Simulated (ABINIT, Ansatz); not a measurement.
## A GW run on CuI (Marshite) in ABINIT, with inputs changed

Aim: change inputs of a GW run on CuI (Marshite) and see what moves.

Calculated with ABINIT 10.8.3; PBE and many-body steps on it, plane waves.

The database entry behind the starting cell differs from later determinations by our own check (about 0.15 % long (mineral sample)), so it need not match the best structure at ambient conditions.

In doubt: a PseudoDojo file used here is known to give poor structures and forces, which bears on pressures, cells, forces and phonons.

## (1) The starting structure

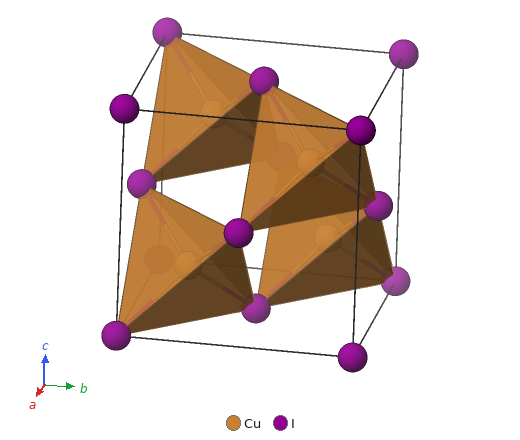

Start, viewed slightly off an axis; copper orange, iodine purple. This picture shows the conventional cell, with its axes. Bonds to atoms that aren't drawn are left out. Some periodic images of atoms are drawn too.

The cell and positions come from the Crystallography Open Database and are kept as given unless a step says otherwise. Spin-orbit coupling is left out unless a step names it.

## (2) Screening, 4×4×4 mesh, 425 bands, screening to 283 eV

This step: ABINIT 10.8.3; RPA screening on PBE, plane waves, norm-conserving pseudopotentials.

The RPA dielectric matrix is built and inverted for each q.

File run.abi:

```
acell 3*1.0 Angstrom
rprim 
  0.000000000000 3.031500000000 3.031500000000
  3.031500000000 -0.000000000000 3.031500000000
  3.031500000000 3.031500000000 0.000000000000
ntypat 2
znucl 29 53
natom 2
typat 1 2
xred 
  0.250000000000 0.250000000000 0.250000000000
  0.000000000000 0.000000000000 0.000000000000
pp_dirpath "pseudos"
pseudos "Cu.upf, I.upf"
ecut 42
ngkpt 4 4 4
nshiftk 1
shiftk 0 0 0
kptopt 1
chksymbreak 0
istwfk *1
occopt 1
irdwfk 1
optdriver 3
nband 425
ecuteps 10.4
inclvkb 2
awtr 1
symchi 1
indata_prefix "in"
outdata_prefix "out"
tmpdata_prefix "tmp"
```

Launch:

```sh
$ OMP_NUM_THREADS=1 mpirun -n 8 abinit run.abi > log
```

The log of the run:

```text
.Version 10.8.3 of ABINIT. v10.8.2 released Aug 2026.

 Symmetries : space group F-4 3 m (#216); Bravais cF (face-center cubic)
[... echo of the input left out ...]
== DATASET  1 ==================================================================
-   mpi_nproc: 8, omp_nthreads: 1 (-1 if OMP is not activated)

--- !DatasetInfo
iteration_state: {dtset: 1, }
dimensions: {natom: 2, nkpt: 8, mband: 425, nsppol: 1, nspinor: 1, nspden: 1, mpw: 4916, }
cutoff_energies: {ecut:  42.0, pawecutdg:  -1.0, }
electrons: {nelect:   2.60000000E+01, charge:   0.00000000E+00, occopt:   1.00000000E+00, tsmear:   1.00000000E-02, }

 SCREENING: Calculation of the susceptibility and dielectric matrices

 Based on a program developped by R.W. Godby, V. Olevano, G. Onida, and L. Reining.
 Incorporated in ABINIT by V. Olevano, G.-M. Rignanese, and M. Torrent.
.Using double precision arithmetic ; gwpc =  8

[... cell and pseudopotentials left out ...]
--------------------------------------------------------------------------------

 ==== K-mesh for the wavefunctions ====
 Number of points in the irreducible wedge :     8
[... list of points left out ...]
 Together with 24 symmetry operations and time-reversal symmetry
 yields    64 points in the full Brillouin Zone.

 ==== Q-mesh for the screening function ====
 Number of points in the irreducible wedge :     8
[... list of points left out ...]
 Together with 24 symmetry operations and time-reversal symmetry
 yields    64 points in the full Brillouin Zone.

 setmesh: FFT mesh size selected  =    36x   36x   36
          total number of points  =        46656

 vcoul_init : cutoff-mode = AUXILIARY_FUNCTION
 q-points for optical limit:   1
     1)      0.000010    0.000020    0.000030

- screening: taking advantage of time-reversal symmetry
- Maximum band index for partially occupied states nbvw = 13
- Remaining bands to be divided among processors   nbcw = 412
- Number of bands treated by each node ~51

 Number of electrons calculated from density =   26.0000; Expected =   26.0000
 average of density, n =  0.069147
 r_s =    1.5114
 omega_plasma =   25.3655 [eV]

 calculating chi0 at frequencies [eV] :
  1    0.000000E+00    0.000000E+00
  2    0.000000E+00    2.536545E+01

--------------------------------------------------------------------------------
  q-point number  1        q = ( 0.000000, 0.000000, 0.000000) [r.l.u.]
--------------------------------------------------------------------------------
[... chi0 elements left out ...]
 For q-point:  0.000010 0.000020 0.000030
  dielectric constant =  10.2149
  dielectric constant without local fields =  10.9047

  Average fulfillment of the sum rule on Im[epsilon] for q-point    1 :     83.51  [%]
[... wings left out ...]
  q-point number  2        q = ( 0.250000, 0.000000, 0.000000) [r.l.u.]
--------------------------------------------------------------------------------
[... chi0 elements left out ...]
  Average fulfillment of the sum rule on Im[epsilon] for q-point    2 :     90.29  [%]

 [... 6 further q-points ...]
```

Elapsed: 4 min, on 8 MPI ranks of Arm Neoverse V1, shared host; peak memory 4.2 GiB.

Numbers from this step:

- ε∞ with local fields, on this mesh, along the program's q direction: 10.21
- the same without local fields: 10.90
- plasma frequency: 25.37 eV
- plane waves in the screening matrix: 609

Local fields lower ε∞ by 6 %.

## (3) Base

The self-energy is evaluated for the states that the input lists, and the levels follow from it, in one-shot runs by the linearised quasiparticle equation.

This step: G0W0 on PBE, plane waves, norm-conserving pseudopotentials.

Changes to run.abi since step 2:

```diff
@@ -23,8 +23,15 @@
 irdwfk 1
-optdriver 3
+optdriver 4
 nband 425
+gwcalctyp 0
+ecutsigx 42
+symsigma 1
+nkptgw 1
+kptgw 
+  0.0000000000 0.0000000000 0.0000000000
+bdgw 
+  11 17
 ecuteps 10.4
-inclvkb 2
-awtr 1
-symchi 1
+irdscr 1
+ppmodel 1
 indata_prefix "in"
```

The log of the run:

```text
.Version 10.8.3 of ABINIT. v10.8.2 released Aug 2026.

 Symmetries : space group F-4 3 m (#216); Bravais cF (face-center cubic)
[... echo of the input left out ...]
== DATASET  1 ==================================================================
-   mpi_nproc: 8, omp_nthreads: 1 (-1 if OMP is not activated)

--- !DatasetInfo
iteration_state: {dtset: 1, }
dimensions: {natom: 2, nkpt: 8, mband: 425, nsppol: 1, nspinor: 1, nspden: 1, mpw: 4916, }
cutoff_energies: {ecut:  42.0, pawecutdg:  -1.0, }
electrons: {nelect:   2.60000000E+01, charge:   0.00000000E+00, occopt:   1.00000000E+00, tsmear:   1.00000000E-02, }

 SIGMA: Calculation of the GW corrections

 Based on a program developped by R.W. Godby, V. Olevano, G. Onida, and L. Reining.
 Incorporated in ABINIT by V. Olevano, G.-M. Rignanese, and M. Torrent.
.Using double precision arithmetic ; gwpc =  8

[... cell and pseudopotentials left out ...]
--------------------------------------------------------------------------------

 ==== K-mesh for the wavefunctions ====
 Number of points in the irreducible wedge :     8
[... list of points left out ...]
 Together with 24 symmetry operations and time-reversal symmetry
 yields    64 points in the full Brillouin Zone.

 ==== Q-mesh for screening function ====
 Number of points in the irreducible wedge :     8
[... list of points left out ...]
 Together with 24 symmetry operations and time-reversal symmetry
 yields    64 points in the full Brillouin Zone.

 vcoul_init : cutoff-mode = AUXILIARY_FUNCTION
 q-points for optical limit:   1
     1)      0.000010    0.000020    0.000030
 setmesh: FFT mesh size selected  =    48x   48x   48
          total number of points  =       110592

 Number of electrons calculated from density =   26.0000; Expected =   26.0000
 average of density, n =  0.069147
 r_s =    1.5114
 omega_plasma =   25.3655 [eV]

 === KS Band Gaps ===
  >>>> For spin  1
   Minimum direct gap =   1.0930 [eV], located at k-point      :   0.0000  0.0000  0.0000
   Fundamental gap    =   1.0930 [eV], Top of valence bands at :   0.0000  0.0000  0.0000
                                       Bottom of conduction at :   0.0000  0.0000  0.0000
 SIGMA fundamental parameters:
 PLASMON POLE MODEL  1
 number of plane-waves for SigmaX                 4909
 number of plane-waves for SigmaC and W            609
 number of plane-waves for wavefunctions          4909
 number of bands                                   425
 number of independent spin polarizations            1
 number of spinorial components                      1
 number of k-points in IBZ                           8
 number of q-points in IBZ                           8
 number of symmetry operations                      24
 number of k-points in BZ                           64
 number of q-points in BZ                           64
 number of frequencies for dSigma/dE                 9
 frequency step for dSigma/dE [eV]                0.25
 number of omega for Sigma on real axis              0
 max omega for Sigma on real axis  [eV]           0.00
 zcut for avoiding poles [eV]                     0.10

 EPSILON^-1 parameters (SCR file):
 dimension of the eps^-1 matrix on file            609
 dimension of the eps^-1 matrix used               609
 number of plane-waves for wavefunctions          4909
 number of bands                                   425
 number of q-points in IBZ                           8
 number of frequencies                               2
 number of real frequencies                          1
 number of imag frequencies                          1

 matrix elements of self-energy operator (all in [eV])

 Perturbative Calculation

--- !SelfEnergy_ee
iteration_state: {dtset: 1, }
kpoint     : [   0.000,    0.000,    0.000, ]
spin       : 1
KS_gap     :    1.093
QP_gap     :    1.569
Delta_QP_KS:    0.476
data: !SigmaeeData |
     Band     E0 <VxcDFT>   SigX SigC(E0)      Z dSigC/dE  Sig(E)    E-E0       E
       11   3.896 -24.676 -30.022   4.811   0.744  -0.344 -25.075  -0.398   3.498
       12   3.896 -24.676 -30.022   4.811   0.744  -0.344 -25.075  -0.398   3.498
       13   3.896 -24.676 -30.022   4.811   0.744  -0.344 -25.075  -0.398   3.498
       14   4.989  -9.943  -5.712  -4.136   0.810  -0.235  -9.865   0.078   5.067
       15   8.755  -9.970  -5.573  -4.272   0.804  -0.244  -9.870   0.100   8.855
       16   8.755  -9.970  -5.573  -4.272   0.804  -0.244  -9.870   0.100   8.855
       17   8.755  -9.970  -5.573  -4.272   0.804  -0.244  -9.870   0.100   8.855

== END DATASET(S) ==============================================================
================================================================================

 -outvars: echo values of variables after computation  --------
           etotal      0.0000000000E+00
            nband         425
             nkpt           8
          spgroup         216
 [... the other variables as echoed above ...]

 Calculation completed.
```

Run time: 55 s. Hardware: 8 MPI ranks; peak memory 4.9 GiB.

This step gave:

```
G0W0 gap on the points computed              : 1.569 eV
starting gap on the mesh                     : 1.093 eV
k of the valence top                         : 0, 0, 0
k of the conduction bottom                   : 0, 0, 0
Z at the valence top                         : 0.744
Z at the conduction bottom                   : 0.81
least direct G0W0 gap on the computed points : 1.569 eV
```

The gap on the mesh goes from 1.09 eV to 1.57 eV, a correction of +0.48 eV.

## (4) Scissors in G

Changes to run.abi since step 3:

```diff
@@ -36,2 +36,3 @@
 ppmodel 1
+mbpt_sciss 0.5 eV
 indata_prefix "in"
```

The log of the run:

```text
.Version 10.8.3 of ABINIT. v10.8.2 released Aug 2026.

 Symmetries : space group F-4 3 m (#216); Bravais cF (face-center cubic)
[... echo of the input left out ...]
== DATASET  1 ==================================================================
-   mpi_nproc: 8, omp_nthreads: 1 (-1 if OMP is not activated)

--- !DatasetInfo
iteration_state: {dtset: 1, }
dimensions: {natom: 2, nkpt: 8, mband: 425, nsppol: 1, nspinor: 1, nspden: 1, mpw: 4916, }
cutoff_energies: {ecut:  42.0, pawecutdg:  -1.0, }
electrons: {nelect:   2.60000000E+01, charge:   0.00000000E+00, occopt:   1.00000000E+00, tsmear:   1.00000000E-02, }

 SIGMA: Calculation of the GW corrections

 Based on a program developped by R.W. Godby, V. Olevano, G. Onida, and L. Reining.
 Incorporated in ABINIT by V. Olevano, G.-M. Rignanese, and M. Torrent.
.Using double precision arithmetic ; gwpc =  8

[... cell and pseudopotentials left out ...]
--------------------------------------------------------------------------------

 ==== K-mesh for the wavefunctions ====
 Number of points in the irreducible wedge :     8
[... list of points left out ...]
 Together with 24 symmetry operations and time-reversal symmetry
 yields    64 points in the full Brillouin Zone.

 ==== Q-mesh for screening function ====
 Number of points in the irreducible wedge :     8
[... list of points left out ...]
 Together with 24 symmetry operations and time-reversal symmetry
 yields    64 points in the full Brillouin Zone.

 vcoul_init : cutoff-mode = AUXILIARY_FUNCTION
 q-points for optical limit:   1
     1)      0.000010    0.000020    0.000030
 setmesh: FFT mesh size selected  =    48x   48x   48
          total number of points  =       110592

 Number of electrons calculated from density =   26.0000; Expected =   26.0000
[...]
number of frequencies for dSigma/dE                 9
 frequency step for dSigma/dE [eV]                0.25
 number of omega for Sigma on real axis              0
 max omega for Sigma on real axis  [eV]           0.00
 zcut for avoiding poles [eV]                     0.10
 scissor energy [eV]                              0.50

 EPSILON^-1 parameters (SCR file):
 dimension of the eps^-1 matrix on file            609
 dimension of the eps^-1 matrix used               609
 number of plane-waves for wavefunctions          4909
 number of bands                                   425
 number of q-points in IBZ                           8
 number of frequencies                               2
 number of real frequencies                          1
 number of imag frequencies                          1

 matrix elements of self-energy operator (all in [eV])

 Perturbative Calculation

--- !SelfEnergy_ee
iteration_state: {dtset: 1, }
kpoint     : [   0.000,    0.000,    0.000, ]
spin       : 1
KS_gap     :    1.093
QP_gap     :    1.633
Delta_QP_KS:    0.540
data: !SigmaeeData |
     Band     E0 <VxcDFT>   SigX SigC(E0)      Z dSigC/dE  Sig(E)    E-E0       E
       11   3.896 -24.676 -30.022   4.834   0.745  -0.342 -25.058  -0.381   3.515
       12   3.896 -24.676 -30.022   4.834   0.745  -0.342 -25.058  -0.381   3.515
       13   3.896 -24.676 -30.022   4.834   0.745  -0.342 -25.058  -0.381   3.515
       14   4.989  -9.943  -5.712  -4.152   0.811  -0.234  -9.784   0.159   5.148
       15   8.755  -9.970  -5.573  -4.287   0.805  -0.243  -9.784   0.185   8.941
       16   8.755  -9.970  -5.573  -4.287   0.805  -0.243  -9.784   0.185   8.941
       17   8.755  -9.970  -5.573  -4.287   0.805  -0.243  -9.784   0.185   8.941

== END DATASET(S) ==============================================================
================================================================================

 -outvars: echo values of variables after computation  --------
           etotal      0.0000000000E+00
            nband         425
             nkpt           8
          spgroup         216
 [... the other variables as echoed above ...]

 Calculation completed.
```

The job ended after 56 s (8 MPI ranks; peak memory 4.9 GiB).

Numbers from this step:

| Quantity | Value |
| --- | --- |
| G0W0 gap on the points computed | 1.633 eV |
| starting gap on the mesh | 1.093 eV |
| k of the valence top | 0, 0, 0 |
| k of the conduction bottom | 0, 0, 0 |
| Z at the valence top | 0.745 |
| Z at the conduction bottom | 0.811 |
| least direct G0W0 gap on the computed points | 1.633 eV |

## (5) More bands than the file holds

Changes to run.abi since step 4:

```diff
@@ -24,3 +24,3 @@
 optdriver 4
-nband 425
+nband 3075
 gwcalctyp 0
@@ -36,3 +36,2 @@
 ppmodel 1
-mbpt_sciss 0.5 eV
 indata_prefix "in"
```

The log of the run:

```text
.Version 10.8.3 of ABINIT. v10.8.2 released Aug 2026.

 Symmetries : space group F-4 3 m (#216); Bravais cF (face-center cubic)
================================================================================
 Values of the parameters that define the memory need of the present run
     intxc =       0    ionmov =       0      iscf =       7    lmnmax =       6
     lnmax =       6     mgfft =      48  mpssoang =       3    mqgrid =    3001
     natom =       2  nloc_mem =       1    nspden =       1   nspinor =       1
    nsppol =       1      nsym =      24    n1xccc =    2501    ntypat =       2
    occopt =       1   xclevel =       2
-    mband =        3075        mffmem =           1         mkmem =           1
       mpw =        4916          nfft =      110592          nkpt =           8
================================================================================
  Rough estimation (10% accuracy) of disk space for files :
================================================================================

--------------------------------------------------------------------------------
------------- Echo of variables that govern the present computation ------------
--------------------------------------------------------------------------------
 -outvars: echo values of preprocessed input variables --------
            acell      1.8897261259E+00  1.8897261259E+00  1.8897261259E+00 Bohr

             bdgw          11      17
      chksymbreak           0
             ecut      4.20000000E+01 Hartree
          ecuteps      1.04000000E+01 Hartree
         ecutsigx      4.20000000E+01 Hartree
          ecutwfn      4.20000000E+01 Hartree
-          fftalg         312
           irdscr           1
           irdwfk           1

              ixc     -101130
[...]
SIGMA: Calculation of the GW corrections

 Based on a program developped by R.W. Godby, V. Olevano, G. Onida, and L. Reining.
 Incorporated in ABINIT by V. Olevano, G.-M. Rignanese, and M. Torrent.
.Using double precision arithmetic ; gwpc =  8

 Real(R)+Recip(G) space primitive vectors, cartesian coordinates (Bohr,Bohr^-1):
 R(1)=  0.0000000  5.7287048  5.7287048  G(1)= -0.0872798  0.0872798  0.0872798
 R(2)=  5.7287048  0.0000000  5.7287048  G(2)=  0.0872798 -0.0872798  0.0872798
 R(3)=  5.7287048  5.7287048  0.0000000  G(3)=  0.0872798  0.0872798 -0.0872798
 Unit cell volume ucvol=  3.7600993E+02 bohr^3
 Angles (23,13,12)=  6.00000000E+01  6.00000000E+01  6.00000000E+01 degrees

--- Pseudopotential description ------------------------------------------------
- Cu Generated using ONCVPSP code by D. R. Hamann
- 29.00000  19.00000  171031                  znucl, zion, pspdat
12 -101130 2 -1 1492                          pspcod,pspxc,lmax,lloc,mmax
     nproj     2     2     2
  pspatm : epsatm=   21.66068635
         --- l  ekb(1:nproj) -->
[...]
pspatm: atomic psp has been read  and splines computed

- I Generated using ONCVPSP code by D. R. Hamann
- 53.00000   7.00000  171031                  znucl, zion, pspdat
12 -101130 2 -1 1196                          pspcod,pspxc,lmax,lloc,mmax
     nproj     2     2     2
  pspatm : epsatm=   19.17056757
         --- l  ekb(1:nproj) -->
[...]
1    4.011347    0.742302
             2    4.134838    0.711910
 pspatm: atomic psp has been read  and splines computed

   1.06161260E+03                                ecore*ucvol(ha*bohr**3)
--------------------------------------------------------------------------------

--- !ERROR
message: |
    Number of bands stored WFK file is less than required.
    WFK mband: 1033, self-energy nband: 3075

--- !ERROR
message: |
    Number of bands stored WFK file is less than required.
    WFK mband: 1033, self-energy nband: 3075

--- from the log ---
Number of bands stored WFK file is less than required.
    WFK mband: 1033, self-energy nband: 3075
```

Wall time 2.3 s (8 MPI ranks); peak memory 0.06 GiB.

The run stopped with an error after 2.3 s.

The program's words: Number of bands stored WFK file is less than required. WFK mband: 1033, self-energy nband: 3075

The fault put into this input: more bands than the file holds.

## (6) Side by side

Times are wall times on 8 MPI ranks of Arm Neoverse V1, shared host, good to a factor of about two. A run's time includes the screening step that it read.

```tsv
run	mesh	bands	screening cutoff (eV)	DFT gap (eV)	gap on the mesh (eV)	direct (eV)	ε∞ used	time
base	4×4×4	425	283	1.093	1.569	1.569	10.21	4.9 min
scissors in G	4×4×4	425	283	1.093	1.633	1.633	10.21	4.9 min
```

## (7) Outcome

```json
{
  "base": "1.569 eV",
  "scissors in G": "1.633 eV",
  "known limits": "not at the basis limit; d shell near the gap, gap tends to lie low; no spin-orbit coupling"
}
```

**Reading.** Scissors in G: +0.064 eV against base (keys changed: mbpt_sciss). Bands and cutoff are finite, so the gap is not at the basis limit. The miss can reach some tenths of an eV and take either sign; the mesh is an error of its own. In the G0W0 runs levels were corrected at 1 k point alone, so a gap called «on the mesh» is the least over those, and an edge elsewhere would be missed. A d shell, filled or nearly so, lies near the gap. One-shot GW converges very slowly in bands there, not always from below, and on a semilocal start the gap tends to come out low; starts rich in exact exchange can overshoot instead. The many-body steps are scalar-relativistic: spin-orbit coupling is not in them.

[Paths, hosts, dates, memory and timing lines, banners, echoed tables and standing remarks are left out of the program output.]

[Logs are printed without paths, hosts, clocks, repeated set-up lines and the standing remarks that a program may print on its own settings, such as how far it seeks lower states.]

[Runs of the session that timed out or met a known fault of the program may be left out.]

[Hosts, paths, dates, database ids (printed as entryN), source tags and the programs' standing remarks are cut or masked in the printed files.]

[G0W0 gaps are taken among the corrected bands and points alone; a level outside them can change the order at an edge.]

[Where Ansatz stands beside ABINIT at settings called matched, ABINIT's density can come from a denser mesh and the files from another edition; pairs whose starting gaps differed by over 0.03 eV were left out, so agreement reads better than it is.]
